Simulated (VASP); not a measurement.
Band structure of TlBr (CsCl type). These are PBE GGA with D3 dispersion (Becke-Johnson damping), VASP's PBE PAW potentials (set 64) (plane waves; VASP 6.6.1) values and carry that method's errors.

Unless said otherwise, spin-orbit coupling is left out, though it shifts the bands of the heavy elements here.

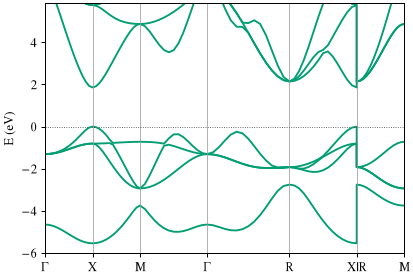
Figure: Bands along high-symmetry lines, zero at the valence-band maximum or, without a gap, the Fermi level

Q: Read the plot: is there a gap, and where are the band edges?

A: The gap is direct, 1.86 eV, from the valence maximum at X to the conduction minimum at X. (Edges off the drawn lines would not show.)

The compound is TlBr in the CsCl type structure. It was relaxed first.
